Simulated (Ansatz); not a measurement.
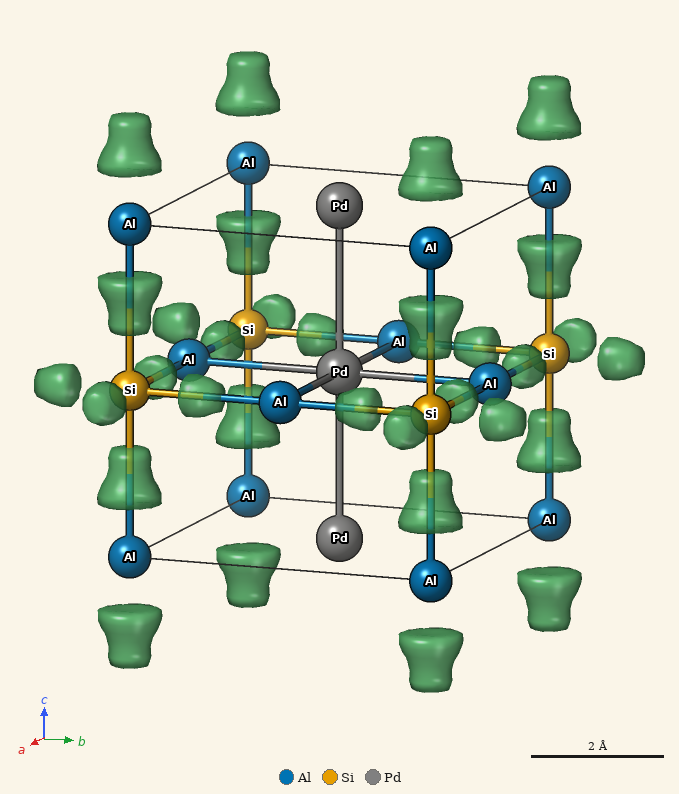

*Al$_{3}$SiPd$_{2}$. Isosurface of the ELF at 0.8 (green), seen slightly off an axis. Core shells and regions of very low density are left out. Sticks mark near contacts.*

Space group P4/mmm; a structure generated by program, which may or may not match a known phase; computed without spin polarisation.

All numbers below come from DFT PBE, scalar-relativistic, plane waves, PAW (Ansatz).

Core electrons are frozen (PAW), and the valence fields are smoothed inside the atomic spheres.

```cif
data_structure
_symmetry_space_group_name_H-M 'P 1'
_symmetry_Int_Tables_number 1
_cell_length_a 4.9231
_cell_length_b 4.9231
_cell_length_c 5.1708
_cell_angle_alpha 90.000
_cell_angle_beta 90.000
_cell_angle_gamma 90.000
_cell_volume 125.33
loop_
_atom_site_label
_atom_site_type_symbol
_atom_site_fract_x
_atom_site_fract_y
_atom_site_fract_z
_atom_site_occupancy
Al1 Al 0.00000 0.50000 0.50000 1
Al2 Al 0.50000 0.00000 0.50000 1
Al3 Al 0.00000 0.00000 0.00000 1
Si1 Si 0.00000 0.00000 0.50000 1
Pd1 Pd 0.50000 0.50000 0.50000 1
Pd2 Pd 0.50000 0.50000 0.00000 1
```

Identify the bonds, lone pairs and shells in this picture.

The surface consists of six regions between bonded Al–Si atoms, counted in one cell of 6 atoms. Any copies at cell faces, edges or corners count once. Profiles from the grid: Al–Si (2.46 Å): the ELF peaks at about 0.85 between the atoms. Al–Pd (2.46 Å): the ELF is about 0.40 at the midpoint.
